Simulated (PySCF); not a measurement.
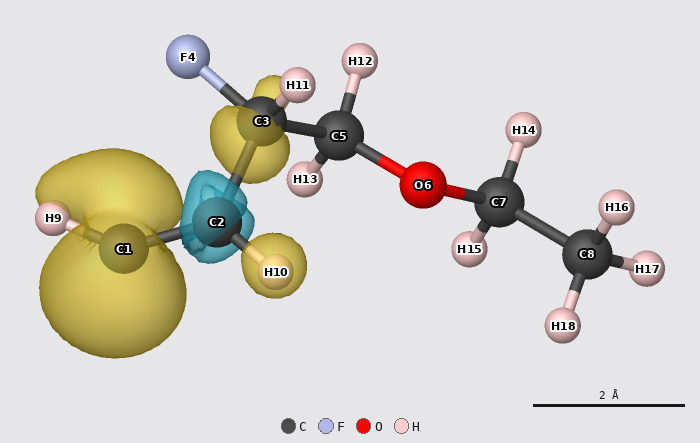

C$_{6}$H$_{10}$FO (SMILES [H]/[C]=C\[C@H](F)COCC) (doublet). Isosurfaces of the spin density (α minus β) at +0.03 (yellow) and −0.03 e/Å³ (cyan), seen at an oblique angle.

Geometry: GFN2-xTB.

Computed with PySCF 2.14.0, density-fitted response routines, UKS B3LYP, pcH-1 on C F H O, non-relativistic, mean-field spin-orbit, GIAO.

```yaml
atoms:
  - { symbol: C, position_ang: [-3.4856, -0.8957, -0.1606] }
  - { symbol: C, position_ang: [-2.2574, -0.9178, 0.2246] }
  - { symbol: C, position_ang: [-1.5398, 0.1499, 1.0474] }
  - { symbol: F, position_ang: [-2.3978, 1.1673, 1.3916] }
  - { symbol: C, position_ang: [-0.3697, 0.7467, 0.2642] }
  - { symbol: O, position_ang: [0.6241, -0.2324, 0.1333] }
  - { symbol: C, position_ang: [1.7557, 0.2194, -0.5836] }
  - { symbol: C, position_ang: [2.7729, -0.9074, -0.6448] }
  - { symbol: H, position_ang: [-4.3471, -0.2762, -0.0778] }
  - { symbol: H, position_ang: [-1.5760, -1.7220, -0.0262] }
  - { symbol: H, position_ang: [-1.1774, -0.2931, 1.9840] }
  - { symbol: H, position_ang: [0.0134, 1.6235, 0.8123] }
  - { symbol: H, position_ang: [-0.7220, 1.0871, -0.7226] }
  - { symbol: H, position_ang: [2.1863, 1.0993, -0.0802] }
  - { symbol: H, position_ang: [1.4552, 0.5230, -1.5987] }
  - { symbol: H, position_ang: [3.0658, -1.1970, 0.3603] }
  - { symbol: H, position_ang: [3.6519, -0.5836, -1.1944] }
  - { symbol: H, position_ang: [2.3388, -1.7708, -1.1404] }
```

Describe the spin distribution.

Answer. The unpaired spin (1 electron) lies mostly on C1 (about 0.8) and H9 (about 0.1), in electrons by Hirshfeld's partition.
